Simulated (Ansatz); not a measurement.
## Run report: CH₈OSi₂, molecular dynamics (part 1 of 4)

CH₈OSi₂, computed with RKS B3LYP/6-31G (Ansatz 0.2.0).

It belongs to a series of runs on one base structure; here: dynamics from the start. Figures and captions count atoms from 1; the log counts them from 0 in places.

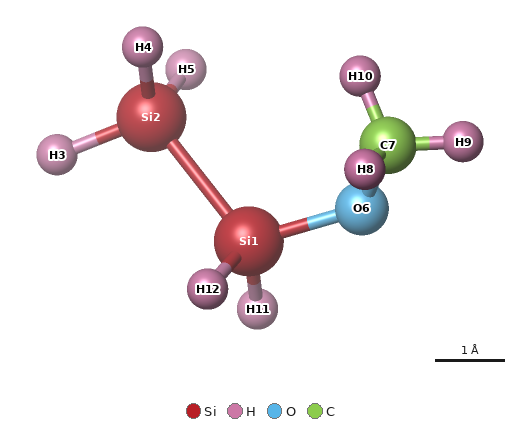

The starting structure (ball-and-stick view, seen at a tilt; atoms are numbered from 1 in the order of the input). Bond lengths as drawn: C–H 1.09 to 1.10 Å, C–O 1.45 Å, H–Si 1.50 to 1.51 Å, O–Si 1.75 Å and Si–Si 2.38 Å.

## Input file
```yaml
crystal:
  periodic: [false, false, false]
  atoms:
    - { symbol: Si, position_ang: [-0.119567, -0.044362, -0.118637] }
    - { symbol: Si, position_ang: [0.033053, -0.07163, 2.25652] }
    - { symbol: H, position_ang: [-1.360211, -0.053227, 2.82459] }
    - { symbol: H, position_ang: [0.720364, -1.310949, 2.759429] }
    - { symbol: H, position_ang: [0.774568, 1.125986, 2.776806] }
    - { symbol: O, position_ang: [1.428769, -0.03388, -0.925118] }
    - { symbol: C, position_ang: [2.412758, -1.08868, -0.806211] }
    - { symbol: H, position_ang: [2.00674, -2.060916, -1.117833] }
    - { symbol: H, position_ang: [3.242362, -0.824249, -1.464802] }
    - { symbol: H, position_ang: [2.79115, -1.176909, 0.221836] }
    - { symbol: H, position_ang: [-0.785305, 1.211835, -0.587657] }
    - { symbol: H, position_ang: [-0.934882, -1.236319, -0.569023] }
basis:
  gaussian: { orbitals: "6-31G" }
hamiltonian:
  xc: b3lyp
md:
  timestep: 1.0
  n_steps: 250
  ensemble: nvt_nose_hoover
  temperature: 200.0
  initial_velocities: maxwell_boltzmann
  seed: 704418
  nose_hoover: { tau: 100.0, chain_length: 1 }
```

Machine: 1 thread of AMD EPYC (Zen 3), 24 GiB of memory available, shared host.

Command:
```bash
ansatz run input.yaml --threads 1 --pin off --max-ram 2048MiB --backend cpu --events-out ev --progress --plain --runs-dir out
```

## Log
```
Engine: ansatz 0.2.0, x86_64-unknown-linux-gnu
Functional definition: B3LYP
  parameter a0 = 0.2
  parameter ax = 0.72
  parameter ac = 0.81
  exchange = (1 - a0 - ax)*slater_x + ax*b88_x + a0*exact_x
  correlation = (1 - ac)*vwn_rpa_c + ac*lyp_c
799 factors; integrals over basis functions are off by at most 1.7e-4 eV
mean field evaluation 1: about -18963.1797 eV, gradient 4.5e1 eV
mean field evaluation 2: about -18949.1659 eV, gradient 9.4e1 eV
mean field evaluation 4: about -18967.3262 eV, gradient 4.7e0 eV
mean field evaluation 8: about -18967.4154 eV, gradient 1.0e-1 eV
mean field evaluation 16: about -18967.4154 eV, gradient 2.8e-5 eV
mean field -18967.41543807 eV, -697.0396607731 hartree, gradient 2.8e-5 eV, S^2 0.000000; 0 other end points of the search recorded, 0 dependent functions left out
the calculation of the forces begins
reference -18967.41570333 eV, -697.0396705212 hartree; 25, 25 occupied and 35, 35 virtual orbitals, 799 factors
md step     0: t =     0.00 fs  T =   200.0 K  F+E_penalty+E_count = -18967.41543807 eV  E_kin = 0.258520 eV  conserved = -18967.15691807 eV  (25 SCF iters)
these checks for a lower state are left out or cut short: starts, cluster_reference, orbital_swaps, neighbouring_geometries, increment
799 factors; integrals over basis functions are off by at most 1.7e-4 eV
mean field -18967.39465530 eV, -697.0388970203 hartree, gradient 5.5e-6 eV, S^2 0.000000; 0 other end points of the search recorded, 0 dependent functions left out
the calculation of the forces begins
reference -18967.39492109 eV, -697.0389067882 hartree; 25, 25 occupied and 35, 35 virtual orbitals, 799 factors
md step     1: t =     1.00 fs  T =   184.9 K  F+E_penalty+E_count = -18967.39465530 eV  E_kin = 0.238996 eV  conserved = -18967.15565945 eV  (29 SCF iters)
[... from here on the SCF iterations and repeated set-up lines of each step are left out, up to the last step ...]
md step     2: t =     2.00 fs  T =   151.4 K  F+E_penalty+E_count = -18967.34917722 eV  E_kin = 0.195657 eV  conserved = -18967.15352454 eV  (29 SCF iters)
md step     3: t =     3.00 fs  T =   122.6 K  F+E_penalty+E_count = -18967.31087841 eV  E_kin = 0.158490 eV  conserved = -18967.15240407 eV  (29 SCF iters)
md step     4: t =     4.00 fs  T =   111.7 K  F+E_penalty+E_count = -18967.29720450 eV  E_kin = 0.144416 eV  conserved = -18967.15282606 eV  (29 SCF iters)
md step     5: t =     5.00 fs  T =   114.9 K  F+E_penalty+E_count = -18967.30239734 eV  E_kin = 0.148538 eV  conserved = -18967.15393071 eV  (29 SCF iters)
md step     6: t =     6.00 fs  T =   120.4 K  F+E_penalty+E_count = -18967.31005595 eV  E_kin = 0.155605 eV  conserved = -18967.15457006 eV  (29 SCF iters)
md step     7: t =     7.00 fs  T =   121.2 K  F+E_penalty+E_count = -18967.31079018 eV  E_kin = 0.156695 eV  conserved = -18967.15427564 eV  (29 SCF iters)
md step     8: t =     8.00 fs  T =   120.0 K  F+E_penalty+E_count = -18967.30874880 eV  E_kin = 0.155102 eV  conserved = -18967.15390140 eV  (29 SCF iters)
md step     9: t =     9.00 fs  T =   119.8 K  F+E_penalty+E_count = -18967.30895444 eV  E_kin = 0.154823 eV  conserved = -18967.15447128 eV  (29 SCF iters)
md step    10: t =    10.00 fs  T =   115.3 K  F+E_penalty+E_count = -18967.30372598 eV  E_kin = 0.149079 eV  conserved = -18967.15508257 eV  (29 SCF iters)
md step    11: t =    11.00 fs  T =   101.7 K  F+E_penalty+E_count = -18967.28525315 eV  E_kin = 0.131480 eV  conserved = -18967.15430983 eV  (29 SCF iters)
md step    12: t =    12.00 fs  T =    87.3 K  F+E_penalty+E_count = -18967.26501782 eV  E_kin = 0.112828 eV  conserved = -18967.15282644 eV  (29 SCF iters)
md step    13: t =    13.00 fs  T =    87.2 K  F+E_penalty+E_count = -18967.26449741 eV  E_kin = 0.112746 eV  conserved = -18967.15249259 eV  (29 SCF iters)
md step    14: t =    14.00 fs  T =   105.0 K  F+E_penalty+E_count = -18967.28861798 eV  E_kin = 0.135708 eV  conserved = -18967.15378069 eV  (29 SCF iters)
md step    15: t =    15.00 fs  T =   126.7 K  F+E_penalty+E_count = -18967.31818529 eV  E_kin = 0.163813 eV  conserved = -18967.15541290 eV  (29 SCF iters)
md step    16: t =    16.00 fs  T =   134.1 K  F+E_penalty+E_count = -18967.32807531 eV  E_kin = 0.173298 eV  conserved = -18967.15602160 eV  (29 SCF iters)
md step    17: t =    17.00 fs  T =   119.9 K  F+E_penalty+E_count = -18967.30865017 eV  E_kin = 0.155030 eV  conserved = -18967.15507443 eV  (26 SCF iters)
md step    18: t =    18.00 fs  T =    95.2 K  F+E_penalty+E_count = -18967.27450945 eV  E_kin = 0.123015 eV  conserved = -18967.15313721 eV  (29 SCF iters)
md step    19: t =    19.00 fs  T =    80.8 K  F+E_penalty+E_count = -18967.25470493 eV  E_kin = 0.104463 eV  conserved = -18967.15205076 eV  (29 SCF iters)
md step    20: t =    20.00 fs  T =    88.3 K  F+E_penalty+E_count = -18967.26519253 eV  E_kin = 0.114165 eV  conserved = -18967.15300938 eV  (28 SCF iters)
md step    21: t =    21.00 fs  T =   108.3 K  F+E_penalty+E_count = -18967.29240966 eV  E_kin = 0.140034 eV  conserved = -18967.15457224 eV  (28 SCF iters)
md step    22: t =    22.00 fs  T =   124.3 K  F+E_penalty+E_count = -18967.31321249 eV  E_kin = 0.160678 eV  conserved = -18967.15499860 eV  (28 SCF iters)
md step    23: t =    23.00 fs  T =   129.9 K  F+E_penalty+E_count = -18967.31984288 eV  E_kin = 0.167956 eV  conserved = -18967.15465691 eV  (28 SCF iters)
md step    24: t =    24.00 fs  T =   127.7 K  F+E_penalty+E_count = -18967.31647506 eV  E_kin = 0.165044 eV  conserved = -18967.15452180 eV  (28 SCF iters)
md step    25: t =    25.00 fs  T =   119.7 K  F+E_penalty+E_count = -18967.30579632 eV  E_kin = 0.154771 eV  conserved = -18967.15443693 eV  (28 SCF iters)
md step    26: t =    26.00 fs  T =   108.0 K  F+E_penalty+E_count = -18967.28983101 eV  E_kin = 0.139552 eV  conserved = -18967.15399605 eV  (28 SCF iters)
md step    27: t =    27.00 fs  T =    97.3 K  F+E_penalty+E_count = -18967.27520324 eV  E_kin = 0.125738 eV  conserved = -18967.15347112 eV  (28 SCF iters)
md step    28: t =    28.00 fs  T =    93.7 K  F+E_penalty+E_count = -18967.27002989 eV  E_kin = 0.121107 eV  conserved = -18967.15320952 eV  (27 SCF iters)
md step    29: t =    29.00 fs  T =   100.6 K  F+E_penalty+E_count = -18967.27882065 eV  E_kin = 0.130060 eV  conserved = -18967.15334618 eV  (28 SCF iters)
md step    30: t =    30.00 fs  T =   115.9 K  F+E_penalty+E_count = -18967.29914290 eV  E_kin = 0.149839 eV  conserved = -18967.15423697 eV  (27 SCF iters)
md step    31: t =    31.00 fs  T =   128.9 K  F+E_penalty+E_count = -18967.31682310 eV  E_kin = 0.166622 eV  conserved = -18967.15554072 eV  (27 SCF iters)
md step    32: t =    32.00 fs  T =   125.8 K  F+E_penalty+E_count = -18967.31251640 eV  E_kin = 0.162617 eV  conserved = -18967.15567291 eV  (28 SCF iters)
md step    33: t =    33.00 fs  T =   105.2 K  F+E_penalty+E_count = -18967.28405366 eV  E_kin = 0.136013 eV  conserved = -18967.15421857 eV  (28 SCF iters)
md step    34: t =    34.00 fs  T =    82.0 K  F+E_penalty+E_count = -18967.25221791 eV  E_kin = 0.105964 eV  conserved = -18967.15277222 eV  (28 SCF iters)
md step    35: t =    35.00 fs  T =    72.0 K  F+E_penalty+E_count = -18967.23872378 eV  E_kin = 0.093078 eV  conserved = -18967.15245471 eV  (28 SCF iters)
md step    36: t =    36.00 fs  T =    79.8 K  F+E_penalty+E_count = -18967.24904904 eV  E_kin = 0.103162 eV  conserved = -18967.15299499 eV  (26 SCF iters)
md step    37: t =    37.00 fs  T =    99.3 K  F+E_penalty+E_count = -18967.27481109 eV  E_kin = 0.128361 eV  conserved = -18967.15392608 eV  (28 SCF iters)
md step    38: t =    38.00 fs  T =   119.5 K  F+E_penalty+E_count = -18967.30130590 eV  E_kin = 0.154431 eV  conserved = -18967.15481361 eV  (29 SCF iters)
md step    39: t =    39.00 fs  T =   130.5 K  F+E_penalty+E_count = -18967.31523802 eV  E_kin = 0.168696 eV  conserved = -18967.15502185 eV  (29 SCF iters)
md step    40: t =    40.00 fs  T =   130.2 K  F+E_penalty+E_count = -18967.31378792 eV  E_kin = 0.168353 eV  conserved = -18967.15449155 eV  (29 SCF iters)
md step    41: t =    41.00 fs  T =   124.0 K  F+E_penalty+E_count = -18967.30472001 eV  E_kin = 0.160307 eV  conserved = -18967.15404425 eV  (29 SCF iters)
md step    42: t =    42.00 fs  T =   117.3 K  F+E_penalty+E_count = -18967.29524412 eV  E_kin = 0.151574 eV  conserved = -18967.15385741 eV  (29 SCF iters)
md step    43: t =    43.00 fs  T =   113.4 K  F+E_penalty+E_count = -18967.28924742 eV  E_kin = 0.146538 eV  conserved = -18967.15344076 eV  (29 SCF iters)
md step    44: t =    44.00 fs  T =   116.4 K  F+E_penalty+E_count = -18967.29250423 eV  E_kin = 0.150401 eV  conserved = -18967.15339033 eV  (28 SCF iters)
md step    45: t =    45.00 fs  T =   125.7 K  F+E_penalty+E_count = -18967.30486430 eV  E_kin = 0.162508 eV  conserved = -18967.15424111 eV  (28 SCF iters)
md step    46: t =    46.00 fs  T =   132.5 K  F+E_penalty+E_count = -18967.31372494 eV  E_kin = 0.171256 eV  conserved = -18967.15500329 eV  (28 SCF iters)
md step    47: t =    47.00 fs  T =   128.1 K  F+E_penalty+E_count = -18967.30727039 eV  E_kin = 0.165616 eV  conserved = -18967.15485650 eV  (28 SCF iters)
md step    48: t =    48.00 fs  T =   113.1 K  F+E_penalty+E_count = -18967.28653439 eV  E_kin = 0.146194 eV  conserved = -18967.15417226 eV  (29 SCF iters)
md step    49: t =    49.00 fs  T =    94.6 K  F+E_penalty+E_count = -18967.26139773 eV  E_kin = 0.122310 eV  conserved = -18967.15347270 eV  (29 SCF iters)
md step    50: t =    50.00 fs  T =    81.3 K  F+E_penalty+E_count = -18967.24307727 eV  E_kin = 0.105076 eV  conserved = -18967.15286731 eV  (29 SCF iters)
md step    51: t =    51.00 fs  T =    80.3 K  F+E_penalty+E_count = -18967.24118809 eV  E_kin = 0.103827 eV  conserved = -18967.15268047 eV  (29 SCF iters)
md step    52: t =    52.00 fs  T =    93.4 K  F+E_penalty+E_count = -18967.25825236 eV  E_kin = 0.120683 eV  conserved = -18967.15339062 eV  (29 SCF iters)
md step    53: t =    53.00 fs  T =   112.8 K  F+E_penalty+E_count = -18967.28379423 eV  E_kin = 0.145807 eV  conserved = -18967.15441719 eV  (29 SCF iters)
md step    54: t =    54.00 fs  T =   127.5 K  F+E_penalty+E_count = -18967.30256615 eV  E_kin = 0.164812 eV  conserved = -18967.15490789 eV  (29 SCF iters)
md step    55: t =    55.00 fs  T =   130.8 K  F+E_penalty+E_count = -18967.30618517 eV  E_kin = 0.169049 eV  conserved = -18967.15508034 eV  (26 SCF iters)
md step    56: t =    56.00 fs  T =   120.6 K  F+E_penalty+E_count = -18967.29193763 eV  E_kin = 0.155828 eV  conserved = -18967.15483310 eV  (29 SCF iters)
md step    57: t =    57.00 fs  T =   100.6 K  F+E_penalty+E_count = -18967.26436027 eV  E_kin = 0.130025 eV  conserved = -18967.15375688 eV  (29 SCF iters)
md step    58: t =    58.00 fs  T =    82.7 K  F+E_penalty+E_count = -18967.23954477 eV  E_kin = 0.106931 eV  conserved = -18967.15262538 eV  (29 SCF iters)
md step    59: t =    59.00 fs  T =    78.9 K  F+E_penalty+E_count = -18967.23403667 eV  E_kin = 0.101997 eV  conserved = -18967.15258389 eV  (29 SCF iters)
md step    60: t =    60.00 fs  T =    89.9 K  F+E_penalty+E_count = -18967.24862536 eV  E_kin = 0.116143 eV  conserved = -18967.15359544 eV  (28 SCF iters)
md step    61: t =    61.00 fs  T =   105.0 K  F+E_penalty+E_count = -18967.26852328 eV  E_kin = 0.135687 eV  conserved = -18967.15462086 eV  (29 SCF iters)
md step    62: t =    62.00 fs  T =   112.6 K  F+E_penalty+E_count = -18967.27797681 eV  E_kin = 0.145537 eV  conserved = -18967.15498658 eV  (29 SCF iters)
md step    63: t =    63.00 fs  T =   108.0 K  F+E_penalty+E_count = -18967.27092628 eV  E_kin = 0.139653 eV  conserved = -18967.15460629 eV  (28 SCF iters)
md step    64: t =    64.00 fs  T =    95.8 K  F+E_penalty+E_count = -18967.25332850 eV  E_kin = 0.123827 eV  conserved = -18967.15357288 eV  (28 SCF iters)
md step    65: t =    65.00 fs  T =    86.8 K  F+E_penalty+E_count = -18967.24033220 eV  E_kin = 0.112190 eV  conserved = -18967.15288713 eV  (28 SCF iters)
md step    66: t =    66.00 fs  T =    88.0 K  F+E_penalty+E_count = -18967.24165546 eV  E_kin = 0.113790 eV  conserved = -18967.15326826 eV  (28 SCF iters)
md step    67: t =    67.00 fs  T =    96.3 K  F+E_penalty+E_count = -18967.25214843 eV  E_kin = 0.124510 eV  conserved = -18967.15374806 eV  (28 SCF iters)
md step    68: t =    68.00 fs  T =   106.4 K  F+E_penalty+E_count = -18967.26430279 eV  E_kin = 0.137471 eV  conserved = -18967.15373150 eV  (28 SCF iters)
md step    69: t =    69.00 fs  T =   116.9 K  F+E_penalty+E_count = -18967.27707497 eV  E_kin = 0.151056 eV  conserved = -18967.15380305 eV  (28 SCF iters)
md step    70: t =    70.00 fs  T =   126.2 K  F+E_penalty+E_count = -18967.28872012 eV  E_kin = 0.163169 eV  conserved = -18967.15431184 eV  (28 SCF iters)
md step    71: t =    71.00 fs  T =   129.1 K  F+E_penalty+E_count = -18967.29182744 eV  E_kin = 0.166861 eV  conserved = -18967.15476383 eV  (29 SCF iters)
md step    72: t =    72.00 fs  T =   121.0 K  F+E_penalty+E_count = -18967.28014132 eV  E_kin = 0.156449 eV  conserved = -18967.15451769 eV  (29 SCF iters)
md step    73: t =    73.00 fs  T =   105.2 K  F+E_penalty+E_count = -18967.25777126 eV  E_kin = 0.135935 eV  conserved = -18967.15360344 eV  (29 SCF iters)
md step    74: t =    74.00 fs  T =    92.1 K  F+E_penalty+E_count = -18967.23903917 eV  E_kin = 0.119021 eV  conserved = -18967.15261762 eV  (26 SCF iters)
md step    75: t =    75.00 fs  T =    92.9 K  F+E_penalty+E_count = -18967.23912541 eV  E_kin = 0.120054 eV  conserved = -18967.15246445 eV  (28 SCF iters)
md step    76: t =    76.00 fs  T =   108.4 K  F+E_penalty+E_count = -18967.25962541 eV  E_kin = 0.140086 eV  conserved = -18967.15380984 eV  (29 SCF iters)
md step    77: t =    77.00 fs  T =   123.8 K  F+E_penalty+E_count = -18967.28013973 eV  E_kin = 0.160066 eV  conserved = -18967.15537067 eV  (29 SCF iters)
md step    78: t =    78.00 fs  T =   122.4 K  F+E_penalty+E_count = -18967.27709600 eV  E_kin = 0.158247 eV  conserved = -18967.15524666 eV  (29 SCF iters)
md step    79: t =    79.00 fs  T =   104.1 K  F+E_penalty+E_count = -18967.25078542 eV  E_kin = 0.134498 eV  conserved = -18967.15370820 eV  (29 SCF iters)
md step    80: t =    80.00 fs  T =    84.2 K  F+E_penalty+E_count = -18967.22297933 eV  E_kin = 0.108900 eV  conserved = -18967.15236333 eV  (29 SCF iters)
md step    81: t =    81.00 fs  T =    77.9 K  F+E_penalty+E_count = -18967.21382443 eV  E_kin = 0.100684 eV  conserved = -18967.15217949 eV  (28 SCF iters)
md step    82: t =    82.00 fs  T =    87.7 K  F+E_penalty+E_count = -18967.22652043 eV  E_kin = 0.113373 eV  conserved = -18967.15297026 eV  (29 SCF iters)
md step    83: t =    83.00 fs  T =   105.4 K  F+E_penalty+E_count = -18967.24939080 eV  E_kin = 0.136212 eV  conserved = -18967.15392909 eV  (29 SCF iters)
md step    84: t =    84.00 fs  T =   120.5 K  F+E_penalty+E_count = -18967.26815058 eV  E_kin = 0.155723 eV  conserved = -18967.15427795 eV  (29 SCF iters)
md step    85: t =    85.00 fs  T =   129.3 K  F+E_penalty+E_count = -18967.27792790 eV  E_kin = 0.167167 eV  conserved = -18967.15383945 eV  (29 SCF iters)
md step    86: t =    86.00 fs  T =   135.8 K  F+E_penalty+E_count = -18967.28479885 eV  E_kin = 0.175499 eV  conserved = -18967.15369459 eV  (29 SCF iters)
md step    87: t =    87.00 fs  T =   140.4 K  F+E_penalty+E_count = -18967.29022891 eV  E_kin = 0.181525 eV  conserved = -18967.15448151 eV  (29 SCF iters)
md step    88: t =    88.00 fs  T =   136.1 K  F+E_penalty+E_count = -18967.28339704 eV  E_kin = 0.175939 eV  conserved = -18967.15463154 eV  (29 SCF iters)
md step    89: t =    89.00 fs  T =   121.6 K  F+E_penalty+E_count = -18967.26208445 eV  E_kin = 0.157184 eV  conserved = -18967.15338533 eV  (29 SCF iters)
md step    90: t =    90.00 fs  T =   109.2 K  F+E_penalty+E_count = -18967.24364768 eV  E_kin = 0.141151 eV  conserved = -18967.15216765 eV  (29 SCF iters)
md step    91: t =    91.00 fs  T =   111.6 K  F+E_penalty+E_count = -18967.24570969 eV  E_kin = 0.144214 eV  conserved = -18967.15231371 eV  (29 SCF iters)
md step    92: t =    92.00 fs  T =   127.2 K  F+E_penalty+E_count = -18967.26607194 eV  E_kin = 0.164453 eV  conserved = -18967.15369071 eV  (26 SCF iters)
md step    93: t =    93.00 fs  T =   140.9 K  F+E_penalty+E_count = -18967.28380292 eV  E_kin = 0.182192 eV  conserved = -18967.15510416 eV  (29 SCF iters)
md step    94: t =    94.00 fs  T =   137.0 K  F+E_penalty+E_count = -18967.27731988 eV  E_kin = 0.177039 eV  conserved = -18967.15525774 eV  (29 SCF iters)
md step    95: t =    95.00 fs  T =   113.9 K  F+E_penalty+E_count = -18967.24460898 eV  E_kin = 0.147253 eV  conserved = -18967.15368255 eV  (29 SCF iters)
md step    96: t =    96.00 fs  T =    89.2 K  F+E_penalty+E_count = -18967.20955114 eV  E_kin = 0.115241 eV  conserved = -18967.15174148 eV  (29 SCF iters)
md step    97: t =    97.00 fs  T =    82.7 K  F+E_penalty+E_count = -18967.20030509 eV  E_kin = 0.106840 eV  conserved = -18967.15184194 eV  (29 SCF iters)
md step    98: t =    98.00 fs  T =    93.8 K  F+E_penalty+E_count = -18967.21551050 eV  E_kin = 0.121202 eV  conserved = -18967.15366994 eV  (29 SCF iters)
md step    99: t =    99.00 fs  T =   103.9 K  F+E_penalty+E_count = -18967.22852285 eV  E_kin = 0.134350 eV  conserved = -18967.15465183 eV  (29 SCF iters)
md step   100: t =   100.00 fs  T =   101.1 K  F+E_penalty+E_count = -18967.22320097 eV  E_kin = 0.130729 eV  conserved = -18967.15412218 eV  (29 SCF iters)
md step   101: t =   101.00 fs  T =    89.3 K  F+E_penalty+E_count = -18967.20589529 eV  E_kin = 0.115445 eV  conserved = -18967.15320088 eV  (29 SCF iters)
md step   102: t =   102.00 fs  T =    78.4 K  F+E_penalty+E_count = -18967.19034739 eV  E_kin = 0.101287 eV  conserved = -18967.15279237 eV  (29 SCF iters)
md step   103: t =   103.00 fs  T =    73.3 K  F+E_penalty+E_count = -18967.18321809 eV  E_kin = 0.094799 eV  conserved = -18967.15305037 eV  (29 SCF iters)
md step   104: t =   104.00 fs  T =    71.9 K  F+E_penalty+E_count = -18967.18104101 eV  E_kin = 0.093002 eV  conserved = -18967.15354317 eV  (29 SCF iters)
md step   105: t =   105.00 fs  T =    69.8 K  F+E_penalty+E_count = -18967.17724851 eV  E_kin = 0.090189 eV  conserved = -18967.15342718 eV  (29 SCF iters)
md step   106: t =   106.00 fs  T =    69.5 K  F+E_penalty+E_count = -18967.17495349 eV  E_kin = 0.089837 eV  conserved = -18967.15234430 eV  (29 SCF iters)
md step   107: t =   107.00 fs  T =    82.4 K  F+E_penalty+E_count = -18967.19022198 eV  E_kin = 0.106517 eV  conserved = -18967.15188338 eV  (29 SCF iters)
md step   108: t =   108.00 fs  T =   111.4 K  F+E_penalty+E_count = -18967.22828018 eV  E_kin = 0.144060 eV  conserved = -18967.15362665 eV  (29 SCF iters)
md step   109: t =   109.00 fs  T =   138.1 K  F+E_penalty+E_count = -18967.26307664 eV  E_kin = 0.178540 eV  conserved = -18967.15553754 eV  (29 SCF iters)
md step   110: t =   110.00 fs  T =   141.6 K  F+E_penalty+E_count = -18967.26540586 eV  E_kin = 0.183043 eV  conserved = -18967.15516319 eV  (26 SCF iters)
md step   111: t =   111.00 fs  T =   123.7 K  F+E_penalty+E_count = -18967.23847515 eV  E_kin = 0.159857 eV  conserved = -18967.15313652 eV  (29 SCF iters)
md step   112: t =   112.00 fs  T =   105.2 K  F+E_penalty+E_count = -18967.21134536 eV  E_kin = 0.135927 eV  conserved = -18967.15142908 eV  (29 SCF iters)
md step   113: t =   113.00 fs  T =   105.0 K  F+E_penalty+E_count = -18967.20968884 eV  E_kin = 0.135762 eV  conserved = -18967.15132107 eV  (29 SCF iters)
md step   114: t =   114.00 fs  T =   124.7 K  F+E_penalty+E_count = -18967.23512905 eV  E_kin = 0.161212 eV  conserved = -18967.15283698 eV  (29 SCF iters)
md step   115: t =   115.00 fs  T =   147.6 K  F+E_penalty+E_count = -18967.26469129 eV  E_kin = 0.190743 eV  conserved = -18967.15468908 eV  (29 SCF iters)
md step   116: t =   116.00 fs  T =   154.1 K  F+E_penalty+E_count = -18967.27127644 eV  E_kin = 0.199159 eV  conserved = -18967.15488713 eV  (29 SCF iters)
md step   117: t =   117.00 fs  T =   142.9 K  F+E_penalty+E_count = -18967.25294816 eV  E_kin = 0.184663 eV  conserved = -18967.15306153 eV  (29 SCF iters)
```
